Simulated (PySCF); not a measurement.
System: F$_{2}$H$_{9}$N$_{4}$Si$_{2}$ (SMILES N[Si](N)(F)[H][Si](N)(N)F) (charge +1).

```xyz
17

Si    0.4437    1.4347   -0.0979
F     1.3348    1.0107    1.1757
N    -1.0335    2.1675    0.1297
N     1.4139    2.0050   -1.3243
H     0.0303   -0.1085   -0.4584
Si   -0.4632   -1.3723    0.4541
F    -1.4389   -0.4749    1.3714
N     0.9700   -1.9457    1.0784
N    -1.3553   -2.3938   -0.5110
H    -1.7530    1.7728    0.7278
H    -1.1946    3.1400   -0.1125
H     1.0608    2.4026   -2.1879
H     2.4258    1.9305   -1.3002
H     1.1074   -2.9290    1.2903
H     1.6580   -1.3361    1.5098
H    -2.3631   -2.3166   -0.6035
H    -0.9509   -3.1096   -1.1051
```

Geometry: PBE0-D3(BJ)/def2-SVP.

These are results of PBE0/pcSseg-1, SCF density, gas phase, non-relativistic in PySCF 2.14.0, not measurements.

Question: What will maps of the electron density and electron localisation function show?

Answer: Si–F (1.61 Å): ρ at the midpoint is about 1.1 e/Å³; the ELF peaks at about 0.85 in the valence shell of F, 0.6 Å from its nucleus, and is about 0.55 at the midpoint.
Si–N (1.66 Å): ρ is about 1.2 e/Å³ halfway; the ELF peaks at about 0.90 between the atoms (a polar covalent bond).
N–H (1.01 Å): the density is about 2.8 e/Å³ at the midpoint; the ELF climbs to about 1 towards the hydrogen, as it does in any bond to H; an ordinary covalent bond to hydrogen.

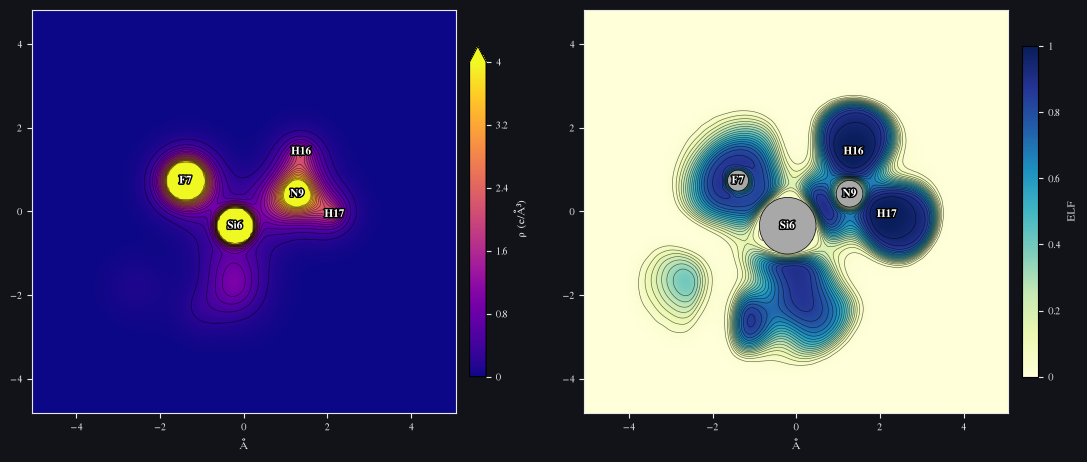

Computed electron density and electron localisation function on the plane of atoms Si6, N9 and H17, in this order. Grey discs cover the atomic cores in the ELF map. 
